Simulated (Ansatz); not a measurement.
Geometry relaxation of CH6BrGa

The run: geometry relaxation of CH6BrGa. Method and program: RKS PBE0-D4/def2-SVP (Ansatz 0.2.0).

The input holds or restrains some coordinates. Figures and captions count atoms from 1; the log counts them from 0 in places.

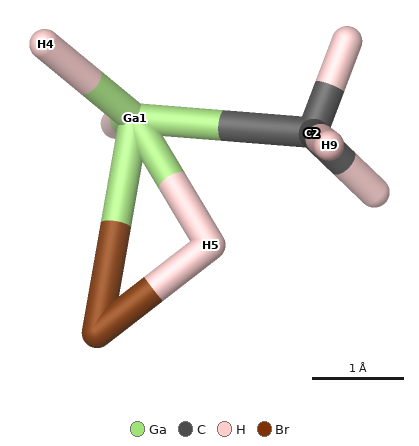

*The structure as given in the input (stick view, seen at a tilt; atoms are numbered from 1 in the order of the input). Sticks mark near contacts.*

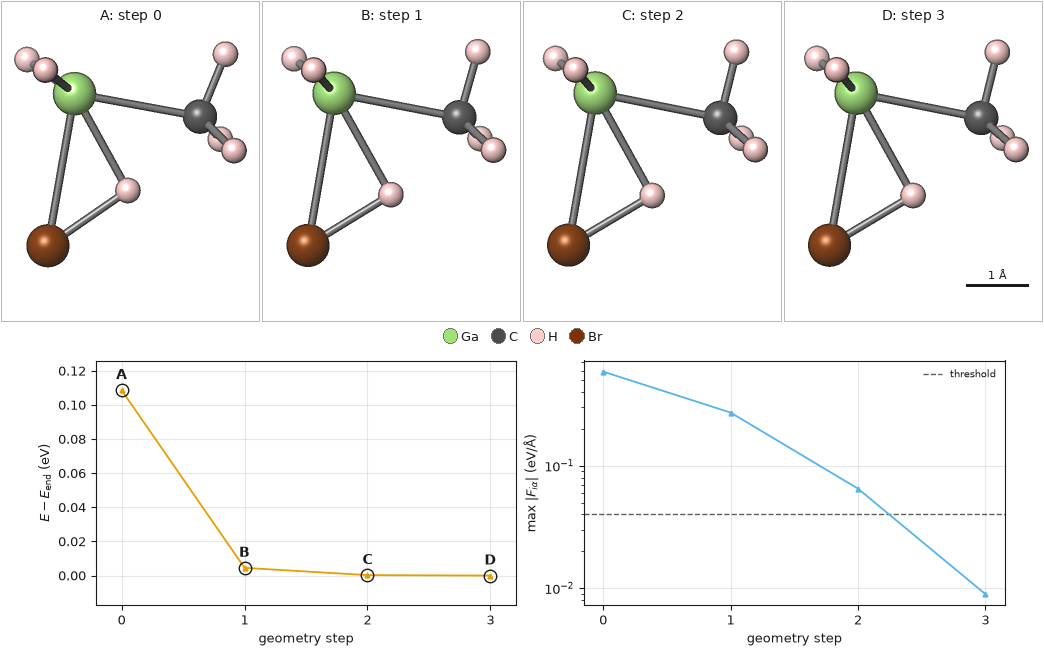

*Frames of the restrained relaxation (ball-and-stick view, seen on its broad side) above the curves, on which the letters mark them (the first geometry is step 0 here and step 1 in the log).*

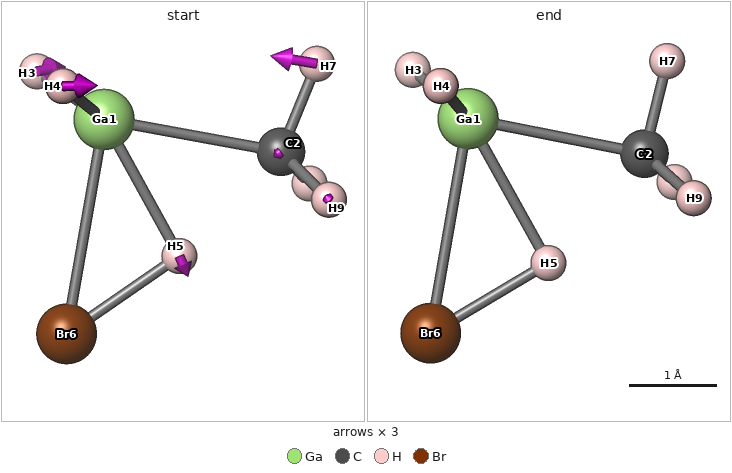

*Before (left) and after (right) the restrained relaxation, at one scale (ball-and-stick view, seen on its broad side). The pink arrows give the displacements, magnified 3 times.*

After 3 geometry steps the energy has fallen by 0.109 eV. Largest force component: 0.59 eV/Å at the start, 0.0089 eV/Å at the end. H7 moves most after the best rigid fit: 0.19 Å. By element the largest moves are H 0.19 Å, C 0.04 Å, Ga 0.02 Å, Br 0.02 Å. Among the contacts that change: Ga1–H5 1.816 → 1.923 Å, Ga1–H3 1.548 → 1.561 Å, C2–H7 1.101 → 1.106 Å. Among the angles that change: H3–Ga1–H4 118.7° → 128.6°, Ga1–C2–H7 101.4° → 92.0°, C2–Ga1–H3 116.9° → 111.2°. (Atoms are counted from 1 in the order of the input.)

These pictures come from the run below.

Input file
```yaml
crystal:
  periodic: [false, false, false]
  atoms:
    - {symbol: Ga, position_ang: [-1.096000, -0.032400, 0.034700]}
    - {symbol: C, position_ang: [0.885800, 0.624900, -0.166200]}
    - {symbol: H, position_ang: [-1.902900, -0.234600, -1.271300]}
    - {symbol: H, position_ang: [-1.853900, 0.372500, 1.322800]}
    - {symbol: H, position_ang: [0.455300, -0.958600, 0.218700]}
    - {symbol: Br, position_ang: [-0.239800, -2.345500, 0.557600]}
    - {symbol: H, position_ang: [0.739000, 1.696200, -0.374800]}
    - {symbol: H, position_ang: [1.460900, 0.261700, -1.030500]}
    - {symbol: H, position_ang: [1.551600, 0.615800, 0.709000]}
basis:
  gaussian: {orbitals: def2-SVP}
hamiltonian: {xc: pbe0, dispersion: d4}
relax: {f_tol: 0.04, max_steps: 150, escape_saddle: false, constraints: [{distance: [0, 5]}, {distance: [1, 4]}, {distance: [0, 1]}, {distance: [4, 5]}]}
```

Launch command:
```bash
ansatz run in.yaml --threads 4 --pin off --events-out ev --progress --plain --max-ram 9574MiB
```

The program's output
```
Functional definition: PBE0
  name "PBE0"
  cite "Adamo & Barone, J. Chem. Phys. 110, 6158 (1999) doi:10.1063/1.478522"
  cite "Perdew, Burke & Ernzerhof, Phys. Rev. Lett. 77, 3865 (1996) doi:10.1103/PhysRevLett.77.3865"
  parent pbe
  parameter a = 0.25
  parameter kappa = 0.804
  parameter beta = 0.06672455060314922
  exchange = (1 - a)*pbe_x(kappa = kappa, mu = beta*pi^2/3) + a*exact_x
  correlation = pbe_c(beta = beta)
1160 factors; integrals over basis functions are off by at most 3.6e-4 eV
mean field evaluation 1: about -123521.3820 eV, gradient 4.5e1 eV
mean field evaluation 2: about -123518.0659 eV, gradient 5.5e1 eV
mean field evaluation 4: about -123525.9023 eV, gradient 2.5e0 eV
mean field evaluation 8: about -123525.9206 eV, gradient 1.8e-1 eV
mean field -123525.92064310 eV, -4539.4938547578 hartree, gradient 4.0e-5 eV, S^2 0.000000; 0 other end points of the search recorded, 0 dependent functions left out
the calculation of the forces begins
reference -123525.92067191 eV, -4539.4938558166 hartree; 39, 39 occupied and 69, 69 virtual orbitals, 1160 factors
relax step   1: F+E_penalty+E_count = -123526.07648338 eV  Δ(F+E_penalty+E_count) = +0.000e0 eV  max|allowed force component| = 5.875e-1 eV/Å  Δτ_max = 0.0000 Å  (25 SCF iters, accepted)
  distance Ga 0 - Br 5 held at 2.521296 Å   reaction = -1.0750e0 eV/Å
  distance C 1 - H 4 held at 1.685512 Å   reaction = +3.7642e-1 eV/Å
  distance Ga 0 - C 1 held at 2.097602 Å   reaction = -3.4018e-1 eV/Å
  distance H 4 - Br 5 held at 1.587926 Å   reaction = +2.7414e-1 eV/Å
these checks for a lower state are left out or cut short: starts, cluster_reference, orbital_swaps, neighbouring_geometries, increment
1160 factors; integrals over basis functions are off by at most 3.9e-4 eV
mean field evaluation 16: about -123525.9567 eV, gradient 6.2e0 eV
mean field -123526.02397839 eV, -4539.4976522596 hartree, gradient 1.4e-5 eV, S^2 0.000000; 0 other end points of the search recorded, 0 dependent functions left out
the calculation of the forces begins
reference -123526.02400699 eV, -4539.4976533105 hartree; 39, 39 occupied and 69, 69 virtual orbitals, 1160 factors
relax step   2: F+E_penalty+E_count = -123526.18064033 eV  Δ(F+E_penalty+E_count) = -1.042e-1 eV  max|allowed force component| = 2.720e-1 eV/Å  Δτ_max = 0.1482 Å  (27 SCF iters, accepted)
  distance Ga 0 - Br 5 held at 2.521296 Å   reaction = -8.8537e-1 eV/Å
  distance C 1 - H 4 held at 1.685512 Å   reaction = +2.4166e-1 eV/Å
  distance Ga 0 - C 1 held at 2.097602 Å   reaction = -7.4545e-2 eV/Å
  distance H 4 - Br 5 held at 1.587926 Å   reaction = +1.0367e-2 eV/Å
these checks for a lower state are left out or cut short: starts, cluster_reference, orbital_swaps, neighbouring_geometries, increment
1160 factors; integrals over basis functions are off by at most 3.8e-4 eV
mean field -123526.02809592 eV, -4539.4978035761 hartree, gradient 3.8e-5 eV, S^2 0.000000; 0 other end points of the search recorded, 0 dependent functions left out
the calculation of the forces begins
reference -123526.02812457 eV, -4539.4978046290 hartree; 39, 39 occupied and 69, 69 virtual orbitals, 1160 factors
relax step   3: F+E_penalty+E_count = -123526.18489834 eV  Δ(F+E_penalty+E_count) = -4.258e-3 eV  max|allowed force component| = 6.503e-2 eV/Å  Δτ_max = 0.0393 Å  (25 SCF iters, accepted)
  distance Ga 0 - Br 5 held at 2.521296 Å   reaction = -8.1540e-1 eV/Å
  distance C 1 - H 4 held at 1.685512 Å   reaction = +3.0734e-1 eV/Å
  distance Ga 0 - C 1 held at 2.097602 Å   reaction = -2.3968e-2 eV/Å
  distance H 4 - Br 5 held at 1.587926 Å   reaction = -3.2985e-2 eV/Å
these checks for a lower state are left out or cut short: starts, cluster_reference, orbital_swaps, neighbouring_geometries, increment
1160 factors; integrals over basis functions are off by at most 3.8e-4 eV
mean field evaluation 32: about -123526.0283 eV, gradient 1.4e-5 eV
mean field -123526.02834103 eV, -4539.4978125834 hartree, gradient 1.4e-5 eV, S^2 0.000000; 0 other end points of the search recorded, 0 dependent functions left out
the calculation of the forces begins
reference -123526.02836968 eV, -4539.4978136363 hartree; 39, 39 occupied and 69, 69 virtual orbitals, 1160 factors
relax step   4: F+E_penalty+E_count = -123526.18515846 eV  Δ(F+E_penalty+E_count) = -2.601e-4 eV  max|allowed force component| = 8.947e-3 eV/Å  Δτ_max = 0.0054 Å  (23 SCF iters, accepted)
  distance Ga 0 - Br 5 held at 2.521296 Å   reaction = -8.1659e-1 eV/Å
  distance C 1 - H 4 held at 1.685512 Å   reaction = +3.3990e-1 eV/Å
  distance Ga 0 - C 1 held at 2.097602 Å   reaction = -1.1743e-2 eV/Å
  distance H 4 - Br 5 held at 1.587926 Å   reaction = -2.9650e-2 eV/Å
1160 factors; integrals over basis functions are off by at most 3.8e-4 eV
mean field -123526.02834103 eV, -4539.4978125834 hartree, gradient 1.4e-5 eV, S^2 0.000000; 1 other end points of the search recorded, 0 dependent functions left out
the calculation of the forces begins
reference -123526.02836968 eV, -4539.4978136363 hartree; 39, 39 occupied and 69, 69 virtual orbitals, 1160 factors
Total energy: -123526.18518711 eV, -4539.5035765707 hartree
Atom 0 at    -1.120277    -0.036629     0.033598 Å, force    -0.280694     0.746956    -0.174803 eV/Å
Atom 1 at     0.871486     0.591348    -0.162508 Å, force    -0.049551    -0.318337     0.081359 eV/Å
Atom 2 at    -1.804655    -0.183255    -1.361402 Å, force    -0.001245    -0.002416     0.000006 eV/Å
Atom 3 at    -1.744101     0.456104     1.376889 Å, force     0.001735    -0.001635     0.000786 eV/Å
Atom 4 at     0.526102    -1.010126     0.233649 Å, force     0.077711     0.351190    -0.088355 eV/Å
Atom 5 at    -0.263388    -2.348769     0.559606 Å, force     0.262762    -0.773765     0.177207 eV/Å
Atom 6 at     0.563136     1.636421    -0.354545 Å, force    -0.001865    -0.001633     0.002933 eV/Å
Atom 7 at     1.443159     0.267975    -1.045098 Å, force    -0.007121    -0.002433     0.004770 eV/Å
Atom 8 at     1.528540     0.626932     0.719812 Å, force    -0.001733     0.002073    -0.003903 eV/Å
Dipole moment:     0.248339     0.147643    -0.037812 e Å
```

Trajectory as extended XYZ (Å, eV, eV/Å), 4 frames, from step=1 to step=4
```
9
Properties=species:S:1:pos:R:3:forces:R:3 step=1 energy=-123526.07648
Ga   -1.0960   -0.0324    0.0347   -0.7921   1.0387  -0.2219
C     0.8858    0.6249   -0.1662    0.1892  -0.3010   0.0117
H    -1.9029   -0.2346   -1.2713    0.1053  -0.0044  -0.3578
H    -1.8539    0.3725    1.3228    0.1219   0.1512   0.3206
H     0.4553   -0.9586    0.2187    0.5637  -0.0875   0.0205
Br   -0.2398   -2.3455    0.5576    0.3417  -0.6020   0.1314
H     0.7390    1.6962   -0.3748   -0.4250   0.1023   0.0107
H     1.4609    0.2617   -1.0305   -0.0545  -0.1670  -0.0505
H     1.5516    0.6158    0.7090   -0.0502  -0.1303   0.1354
9
Properties=species:S:1:pos:R:3:forces:R:3 step=2 energy=-123526.18064
Ga   -1.1191   -0.0382    0.0357   -0.4351   0.8523  -0.2006
C     0.8688    0.6007   -0.1645   -0.0390  -0.1441   0.0382
H    -1.8143   -0.1942   -1.3615    0.0489   0.0080   0.0910
H    -1.7583    0.4465    1.3838    0.0567  -0.0338  -0.0897
H     0.5170   -0.9998    0.2300    0.1152   0.2552  -0.0648
Br   -0.2546   -2.3481    0.5591    0.2924  -0.7204   0.1637
H     0.5953    1.6623   -0.3623    0.0061  -0.2720   0.0601
H     1.4407    0.2570   -1.0408   -0.0312   0.0231   0.0138
H     1.5244    0.6139    0.7205   -0.0141   0.0316  -0.0118
9
Properties=species:S:1:pos:R:3:forces:R:3 step=3 energy=-123526.18490
Ga   -1.1200   -0.0345    0.0325   -0.3012   0.7401  -0.1621
C     0.8724    0.5922   -0.1611   -0.0487  -0.2692   0.0569
H    -1.8093   -0.1859   -1.3618    0.0195   0.0087   0.0228
H    -1.7469    0.4539    1.3782    0.0140  -0.0027  -0.0237
H     0.5279   -1.0102    0.2321    0.0628   0.3405  -0.0785
Br   -0.2644   -2.3471    0.5585    0.2729  -0.7729   0.1746
H     0.5643    1.6391   -0.3558    0.0278  -0.0650   0.0123
H     1.4440    0.2647   -1.0429   -0.0182   0.0161   0.0104
H     1.5319    0.6279    0.7202   -0.0289   0.0045  -0.0128
9
Properties=species:S:1:pos:R:3:forces:R:3 step=4 energy=-123526.18516
Ga   -1.1203   -0.0366    0.0336   -0.2807   0.7470  -0.1748
C     0.8715    0.5913   -0.1625   -0.0496  -0.3183   0.0814
H    -1.8047   -0.1833   -1.3614   -0.0012  -0.0024   0.0000
H    -1.7441    0.4561    1.3769    0.0017  -0.0016   0.0008
H     0.5261   -1.0101    0.2336    0.0777   0.3512  -0.0884
Br   -0.2634   -2.3488    0.5596    0.2628  -0.7738   0.1772
H     0.5631    1.6364   -0.3545   -0.0019  -0.0016   0.0029
H     1.4432    0.2680   -1.0451   -0.0071  -0.0024   0.0048
H     1.5285    0.6269    0.7198   -0.0017   0.0021  -0.0039
```

Summary

```csv
quantity,value
outcome,converged under the restraints of the input
total energy,−123526.1852 eV
mean-field energy,−123526.0284 eV
dispersion energy,−0.1568 eV
SCF solution under orbital rotations,stable
"largest force (length of the vector) at the end, held atoms and coordinates included",0.836 eV/Å
dipole moment,1.40 D
hardware,"4 threads of Arm Neoverse V2, 23 GiB of memory available, shared host"
wall time,9 s (CPU time 30 s)
peak memory,0.23 GiB
```
